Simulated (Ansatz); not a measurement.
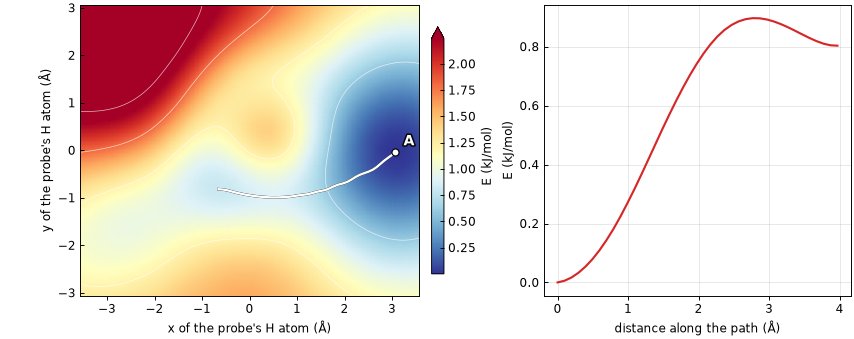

C₂H₄OSSi (SMILES O=C[SiH]1CS1) with the probe H2O. The probe is moved over a plane parallel to the molecule's main plane, 4.59 Å above it. First axis: x of the probe's H atom. Second axis: y of the probe's H atom. Nothing is relaxed (molecule and probe rigid, the probe upright with H nearest the plane). The scan uses a 15 × 13 grid. Points are written as (first, second). Energies are in kJ/mol, from the lowest grid point. All numbers below come from Ansatz 0.2.0, RKS r2SCAN-D4/def2-SVP.

The picture shows a smooth colour map with a few white contour lines, a line along the lowest path, one colour for all values above the top of the scale, the energy along the path at the right, the start A. Between grid points the surface is interpolated.

Describe the path and its barrier.

Answer. The easiest path leads from the well at (3.06 Å, 0.00 Å) to the well at about (−0.65 Å, −0.82 Å), about 0.8 kJ/mol higher. Its highest point lies about 0.9 kJ/mol above the bottom of the first well on the interpolated surface, at (0.51 Å, −1.02 Å). Seen from the upper well the barrier is about 0.093 kJ/mol. This is the barrier on the constrained surface; relaxing the other coordinates would change it.
